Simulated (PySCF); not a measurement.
## A study: C4H4N2, SMILES `c1ccnnc1`

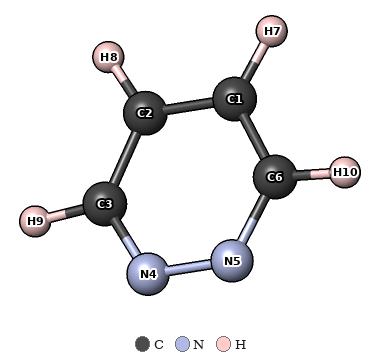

The molecule, with its atoms numbered as below. No frequency check shows the geometry to be a minimum.

Coordinates in Å:

```
C1       0.6903    1.1702    0.0000
C2      -0.6903    1.1702    0.0000
C3      -1.3174   -0.0753    0.0000
N4      -0.6493   -1.2121    0.0000
N5       0.6493   -1.2121    0.0000
C6       1.3174   -0.0753    0.0000
H7       1.2633    2.0853    0.0000
H8      -1.2633    2.0853    0.0000
H9      -2.3942   -0.1699    0.0000
H10      2.3942   -0.1699    0.0000
```

## 1. Bonding charge

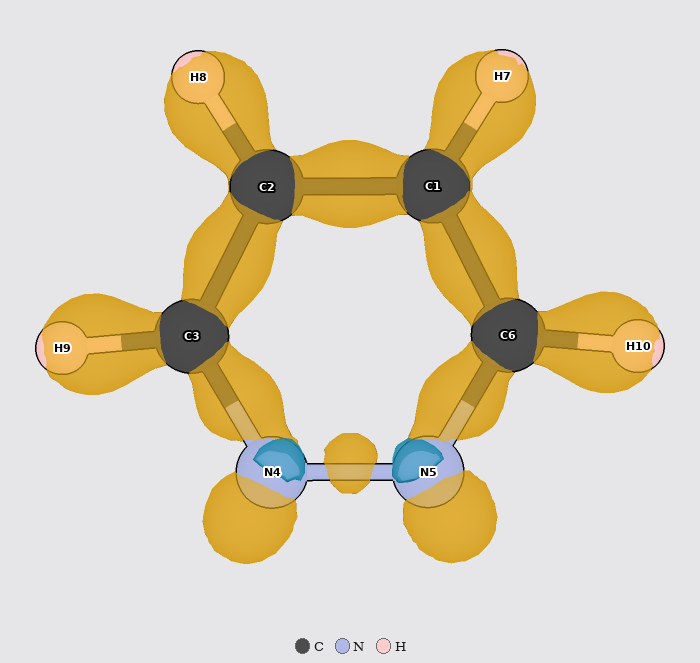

Deformation density (molecule less spherical, spin-averaged free atoms at the same positions), surfaces at ±0.23 e/Å³; yellow: gain, teal: loss.

Method: r2SCAN/def2-SVP; geometry: GFN2-xTB; program: PySCF.

Question: How much density has each bond gained at its critical point, relative to the free atoms?

Answer: C3–H9 and C6–H10: +0.74 e/Å³ at the bond critical point (bond length 1.08 Å, Mayer order 1.0). C1–H7 and C2–H8: +0.71 e/Å³ at the bond critical point (bond length 1.08 Å, Mayer order 1.0). C1–C2: +0.62 e/Å³ at the bond critical point (bond length 1.38 Å, Mayer order 1.4). C2–C3 and C1–C6: +0.62 e/Å³ at the bond critical point (bond length 1.39 Å, Mayer order 1.3). C3–N4 and N5–C6: +0.57 e/Å³ at the bond critical point (bond length 1.32 Å, Mayer order 1.6). N4–N5: +0.46 e/Å³ at the bond critical point (bond length 1.30 Å, Mayer order 1.3). In all, 2.4 electrons gather in the regions of gain relative to the promolecule.

Question: Where do the Hirshfeld charges lie?

Answer: The highest Hirshfeld charge is on H7 and H8 (+0.06 e), the lowest on N4 and N5 (−0.10 e).

| atom | charge (e) |
| --- | --- |
| C1 | −0.03 |
| C2 | −0.03 |
| C3 | +0.02 |
| N4 | −0.10 |
| N5 | −0.10 |
| C6 | +0.02 |
| H7 | +0.06 |
| H8 | +0.06 |
| H9 | +0.05 |
| H10 | +0.05 |

## 2. Local ionisation energy

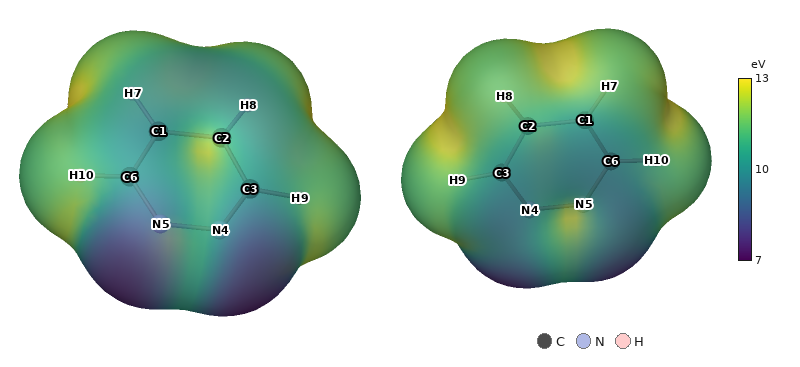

Average local ionisation energy on the surface of electron density 0.001 a.u. (back view left, front view right).

Question: Locate the minima of the map.

Answer: The lowest value is 7.1 eV, 1.9 Å from N4, and at like points elsewhere. Further minima include 9.6 eV, off the molecular plane, over C1 (2.0 Å), and at like points elsewhere; 11.2 eV, 1.3 Å from H10, and at like points elsewhere. For comparison, the highest occupied orbital lies at −5.1 eV.

## 3. The π system

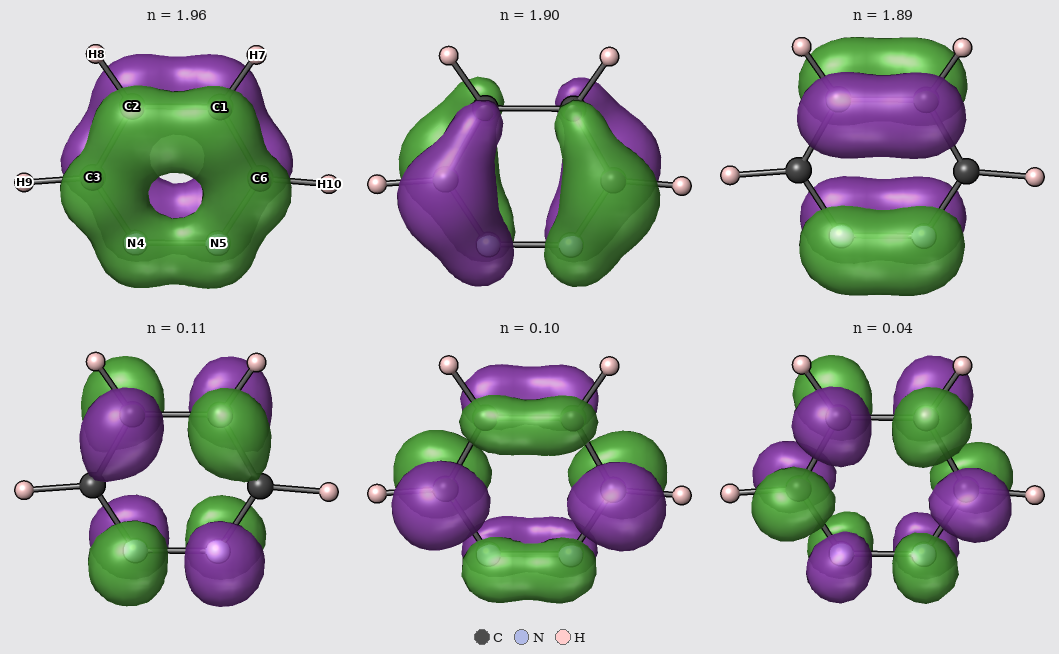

Natural orbitals of the π active space, CASSCF(6,6), singlet state, in order of falling occupation.

Method: 6-31G* basis; geometry: GFN2-xTB; program: PySCF.

Question: How multiconfigurational is the state?

Answer: The leading determinant weighs 0.88; the effective number of unpaired electrons, Σ n²(2−n)², is 0.17; the most occupied of the weakly occupied orbitals holds 0.11 e, as in an ordinary closed-shell π system. The active space lowers the energy by 2.25 eV against Hartree–Fock.

Question: Where does the lowest triplet lie relative to the singlet, at this geometry and within this active space?

Answer: 4.76 eV above it by strongly contracted NEVPT2 (+4.11 eV by CASSCF); a small basis tends to put such gaps a few tenths of an eV too high. This is a vertical energy for π states alone; a state that uses lone pairs or σ orbitals may lie lower.

## 4. Stretching a bond

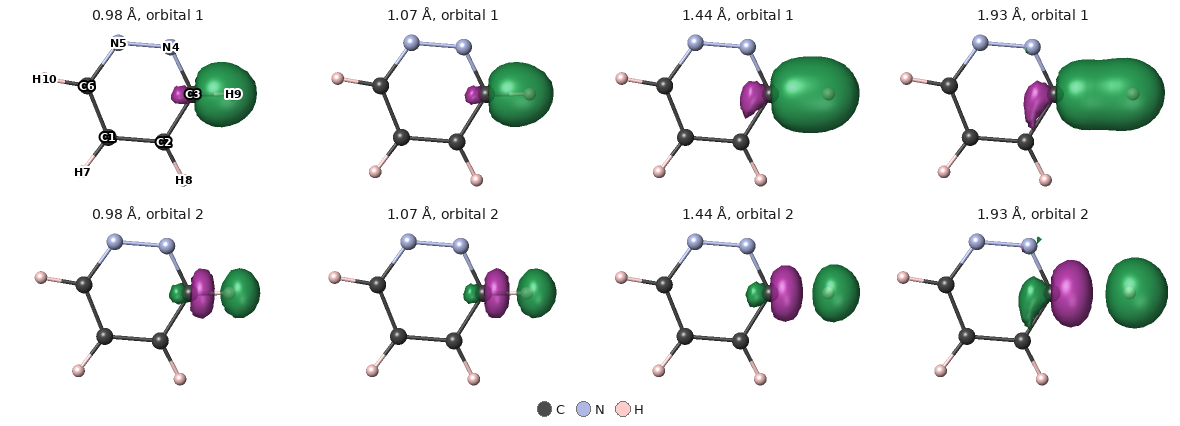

Rigid stretch of the C3–H9 bond. The two CASSCF(2,2) natural orbitals nearest half filling (orbital 1 the more occupied).

Method: def2-SVP basis; geometry: GFN2-xTB; program: PySCF.

Question: How do the occupations change along the stretch?

Answer: 0.98 Å: 1.99 and 0.01; 1.07 Å: 1.98 and 0.02; 1.44 Å: 1.95 and 0.05; 1.93 Å: 1.82 and 0.18. At the longest distance computed (3.00 Å) they are 1.27 and 0.73, and the effective number of unpaired electrons is 1.7.

UHF's ⟨S²⟩ passes 1 along the scan (up to 1.67), so it also polarises electrons outside the stretched bond; its energy lowering isn't due to that bond alone.

UHF already breaks spin symmetry near equilibrium here (⟨S²⟩ = 0.52 at 1.07 Å), for reasons apart from this bond.

Question: How much energy does the stretch cost?

Answer: By CASSCF, 4.6 eV from the lowest point of the scan (1.07 Å) to 3.00 Å; RHF gives 7.9 eV from its own lowest point. The fragments aren't relaxed and dynamic correlation is missing, so this isn't a bond dissociation energy.
